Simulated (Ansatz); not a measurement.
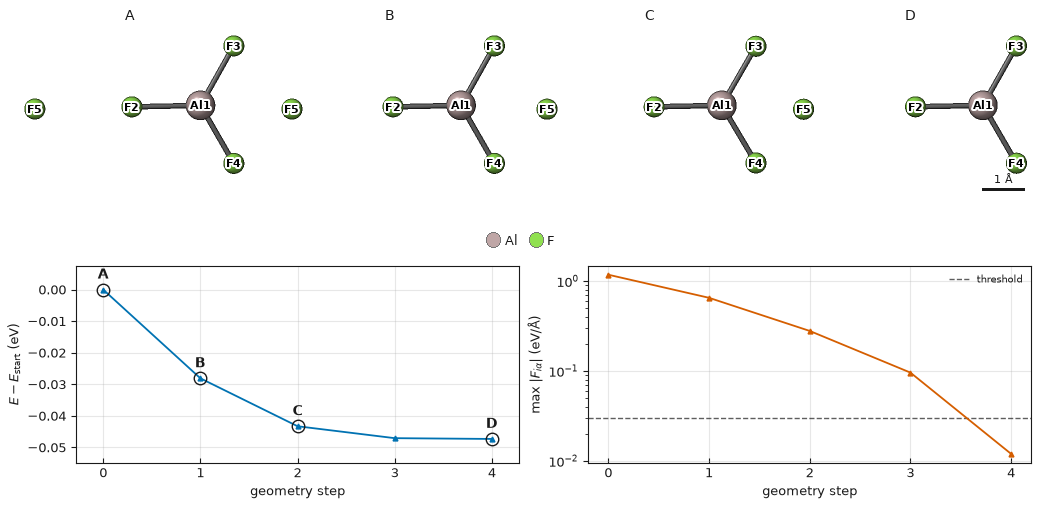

Frames of a relaxation of AlF4 (multiplicity 2), marked on the history of the run. A ball-and-stick model, seen at a tilt.

The run prepares an end point of a later path (reaction) calculation, from a guessed geometry.

These are results of UHF/def2-SVP in Ansatz, not measurements. Set-up: collinear spin; force threshold 0.03 eV/Å; at most 50 steps.

Question: Describe the path.

Answer: The largest move after the best rigid fit is that of F5, 0.27 Å. By element the largest moves are F 0.27 Å, Al 0.06 Å. Near-neighbour distances that change, for instance: Al1–F2 1.659 → 1.631 Å. After 4 geometry steps the energy has fallen by 0.047 eV. The largest force component goes from 1.2 to 0.012 eV/Å. From step 0 to 1: F5 moves most (0.07 Å), energy −0.028 eV. From step 1 to 2: F5 moves most (0.12 Å), energy −0.015 eV. From step 2 to 4: F5 moves most (0.08 Å), energy −0.004 eV.

Limits of the set-up: the start holds two separate molecules, 2.3 Å apart at their closest, whose relative position is a soft coordinate and is computed without a dispersion correction; Hartree-Fock leaves out electron correlation.
